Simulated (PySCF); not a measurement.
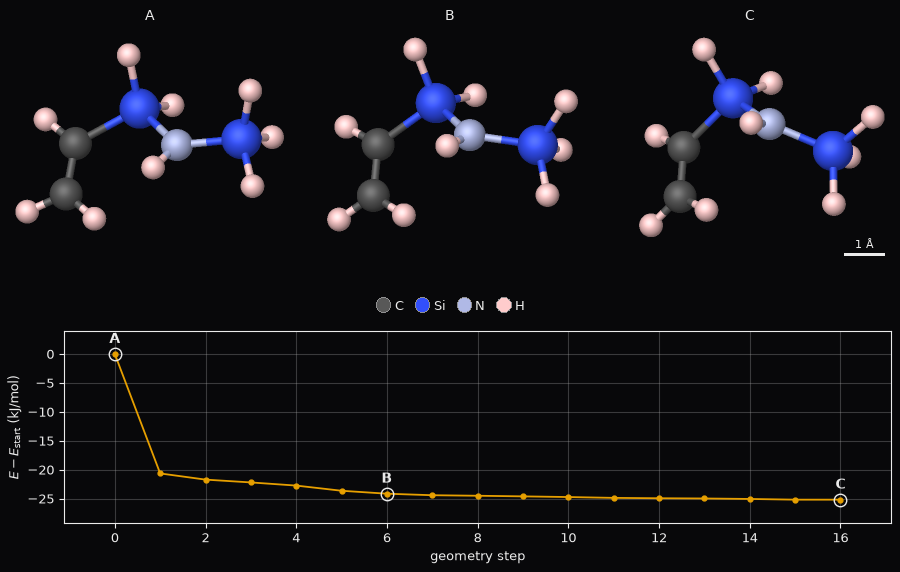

Frames of a relaxation of C2H9NSi2, marked on the history of the run. Style: ball-and-stick. Shown at a tilt.

The start comes from GFN2-xTB. Its atoms were then displaced at random by about 0.01 Å.

Theory: PBE0-D3(BJ)/def2-SVP geometry optimisation, gas phase in PySCF 2.14.0, density-fitted response routines. 

> What happens along the run?

The largest move after the best rigid fit is that of an H atom, 1.27 Å. Largest moves by element: H 1.27 Å, N 0.65 Å, Si 0.40 Å, C 0.36 Å. Near-neighbour distances that change, for instance: H–Si 1.441 → 1.492 Å, N–Si 1.696 → 1.739 Å, C–H 1.060 → 1.097 Å, H–Si 1.459 → 1.495 Å. Bond angles that change, for instance: N–Si–H 105.1° → 111.1°, Si–C–H 114.6° → 119.3°, H–Si–H 113.6° → 109.5°. Groups turn about N–Si by about 60°, N–Si by about 35°. Over 16 geometry steps the energy falls by 25.2 kJ/mol. From step 0 to 6: an H atom moves most (0.69 Å), energy −24.1 kJ/mol. From step 6 to 16: an H atom moves most (0.60 Å), energy −1.03 kJ/mol.

| step | E − E(0), kJ/mol |
| --- | --- |
| 0 | 0.00 |
| 1 | -20.64 |
| 2 | -21.70 |
| 3 | -22.19 |
| 4 | -22.74 |
| 5 | -23.63 |
| 6 | -24.14 |
| 7 | -24.40 |
| 8 | -24.49 |
| 9 | -24.60 |
| 10 | -24.72 |
| 11 | -24.86 |
| 12 | -24.92 |
| 13 | -24.97 |
| 14 | -25.05 |
| 15 | -25.17 |
| 16 | -25.17 |
